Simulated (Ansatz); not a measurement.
Take GaAs in the zinc blende structure (space group F-43m, No. 216; a = 5.659 Å) as the base.

Now apply this change: a fraction x = 0.333 of the Ga sites is given to Al, ordered in a cell of 6 atoms (starting symmetry P3m1) and fully relaxed.

Calculations: Ansatz (a first-principles code), PBEsol, PAW, cutoff 420 eV, no spin-orbit coupling, earlier PAW set.

The zone is the changed cell's own and can be folded.

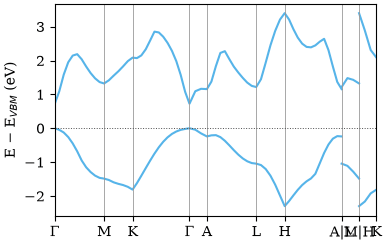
*Highest valence and lowest conduction band along the path of the changed cell's own zone*

Read the changed gap and its character from the plot.

About 0.7 eV, direct at Γ.

Each cell is one ordered arrangement of few atoms, which overstates ordering effects compared with a random alloy. Stability against distortions was not tested. Labels are those of the standard path for the cell's own space group.
